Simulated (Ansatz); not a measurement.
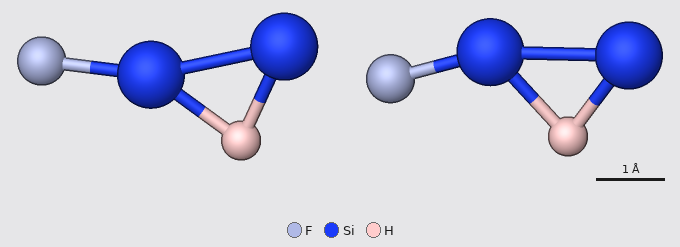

Two geometries of Si2HF, drawn at one scale. One is the start of a relaxation, the other its converged end. The picture is a ball-and-stick view, seen at a tilt.

Method: RKS PBE-D4/def2-SVP (Ansatz 0.2.0). (force threshold 0.03 eV/Å; at most 250 steps)

Which geometry has the lower energy?

Answer. The right one is the relaxed one. It is one of the separated reactants of a reaction. After 6 geometry steps the energy has fallen by 39.5 kJ/mol. The largest force component goes from 2.2 to 0.012 eV/Å. The atom that moves furthest after the best rigid fit is a Si atom (0.34 Å). By element the largest moves are Si 0.34 Å, F 0.30 Å, H 0.21 Å. Near-neighbour distances that change, for instance: F–Si 1.710 → 1.637 Å, H–Si 1.674 → 1.730 Å, Si–Si 2.103 → 2.127 Å. Among the angles between lasting bonds that change: F–Si–H 143.9° → 112.4°. Groups turn about Si–Si by about 155°.
